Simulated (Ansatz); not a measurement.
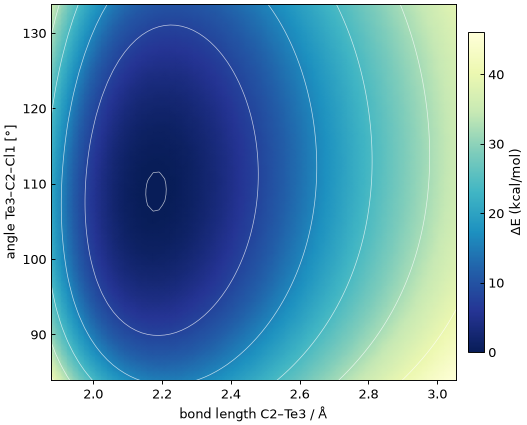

CH3ClTe, SMILES ClC[TeH]. The first coordinate is: bond length C2–Te3; the second: angle Te3–C2–Cl1. Nothing is relaxed (all other coordinates rigid). The grid has 15 × 15 points. Points are written as (first, second). Energies: kcal/mol, counted from the lowest grid point. Computed with RKS PBE-D4/def2-TZVP in Ansatz.

In the figure: a smooth colour map with a few white contour lines. Between grid points the surface is interpolated.

The lowest grid point is at (2.213 Å, 108.9°). It is the only kind of minimum in the scanned range. The highest grid point, (3.054 Å, 83.9°), lies 46.1 kcal/mol above the lowest. Round the minimum the two coordinates are weakly coupled (coupling −0.09 in units of the two stiffnesses).

The system is changed to CH3BrTe, SMILES BrC[TeH]; the new grid has 13 × 13 points.

> How does the landscape change?

The minimum (interpolated where it lies between grid points) moves from about (2.182 Å, 109°) to about (2.172 Å, 109°). The curvature at the minimum changes by less than a tenth (about 13) eV/Å² along bond length C2–Te3 and by less than a tenth (about 5.1) eV/rad² along angle Te3–C2–Cl1.

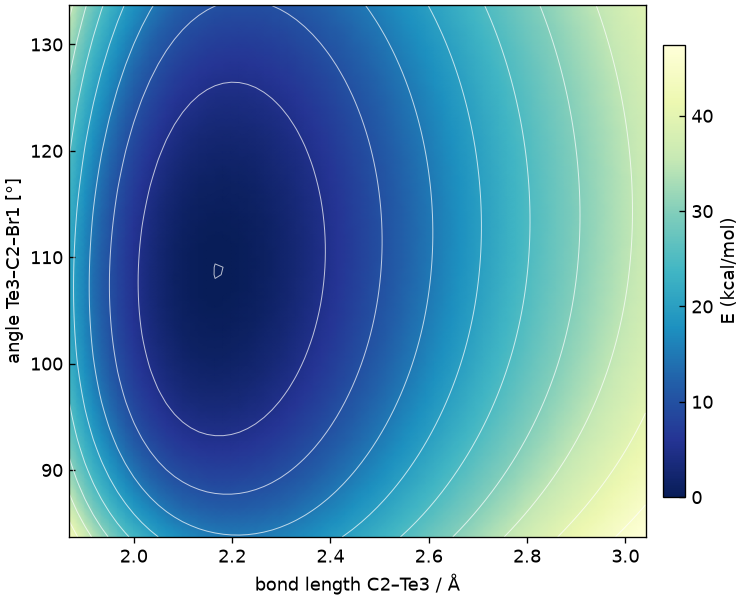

The map after the change, on a colour scale of its own. Drawn: a smooth colour map with a few white contour lines. Between grid points the surface is interpolated.
